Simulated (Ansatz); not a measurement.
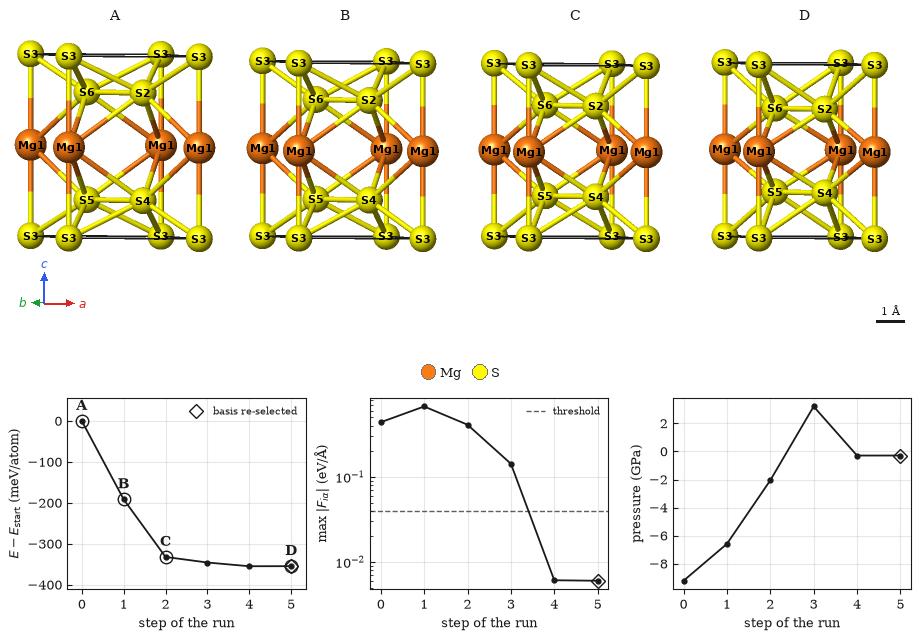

Frames of a relaxation of crystalline MgS₅ (a generated structure, set up in P6/mmm) (coarse preliminary run), marked on the history of the run. Style: ball-and-stick. Shown: the cell of the calculation, from a free direction.

Level of theory: DFT PBE, scalar-relativistic, plane waves, PAW (Ansatz 0.2.0).

Input
```yaml
crystal:
  lattice:
    - [4.91903053, 0.0, 0.0]
    - [-2.45951526, 4.2600054, 0.0]
    - [0.0, 0.0, 6.67734179]
  atoms:
    - { symbol: Mg, position: [0.0, 0.0, 0.5] }
    - { symbol: S, position: [0.66666667, 0.33333333, 0.79599494] }
    - { symbol: S, position: [0.0, 0.0, 0.0] }
    - { symbol: S, position: [0.66666667, 0.33333333, 0.20400506] }
    - { symbol: S, position: [0.33333333, 0.66666667, 0.20400506] }
    - { symbol: S, position: [0.33333333, 0.66666667, 0.79599494] }
basis:
  ecutwfc: 420
kpoints:
  mp_grid: { grid: [6, 6, 4] }
hamiltonian:
  xc: pbe
scf:
  occupations: { method: gaussian, width: 0.1 }
  lower_state_search: "off"
output:
  forces: true
  stress: true
  eigenvalues: true
relax:
  adjacent_minimum: "off"
  f_tol: 0.04
  max_steps: 70
  cell: { stress_tol: 0.4 }
```

Run as
```bash
ansatz run input.yaml --threads 1 --pin off --max-ram 2560MiB --backend cpu --events-out ev --progress --plain --runs-dir out
```

> What happens along the run?

After 4 accepted moves (5 points after the start) the energy has fallen by 354 meV per atom. The largest force component goes from 0.44 to 0.006 eV/Å. Pressure: −9.21 GPa at the start and −0.29 GPa at the end. At 1 point the geometry stayed and the basis and grid were re-selected for the new cell (energy shift of 0.2 meV per atom at most each time). The largest moves relative to the cell, 0.35 Å, are those of S2, S4, S5 and S6. S2 goes along −c. Mg stays in place. Cell: a = b 4.919 → 4.365 Å (−11.3 %), c 6.677 → 6.371 Å (−4.6 %). Volume −24.9 %. Among the contacts that change: S2–S4 2.724 → 3.296 Å, Mg1–S2 3.460 → 2.952 Å, S2–S6 2.840 → 2.520 Å, Mg1–S3 3.339 → 3.185 Å. The space group stays P6/mmm (No. 191). Cost: 29 s on 1 thread of Arm Neoverse V1, on a shared host, peak memory 0.38 GiB. From step 0 to 1: S atoms move most (0.07 Å), volume −13.1 %, energy −191 meV per atom. From step 1 to 2: S atoms move most (0.14 Å), volume −11.2 %, energy −141 meV per atom. From step 2 to 5: S atoms move most (0.13 Å), volume −2.7 %, energy −22.5 meV per atom.

| step | E − E(0), meV/atom | largest force component, eV/Å | pressure, GPa | volume, Å³/atom | note |
| --- | --- | --- | --- | --- | --- |
| 0 | 0.00 | 0.4386 | -9.21 | 23.321 |  |
| 1 | -191.36 | 0.6719 | -6.58 | 20.261 |  |
| 2 | -331.94 | 0.4101 | -2.06 | 18.000 |  |
| 3 | -345.54 | 0.1427 | 3.21 | 16.773 |  |
| 4 | -354.60 | 0.0061 | -0.29 | 17.517 |  |
| 5 | -354.45 | 0.0060 | -0.29 | 17.517 | same geometry, new basis |
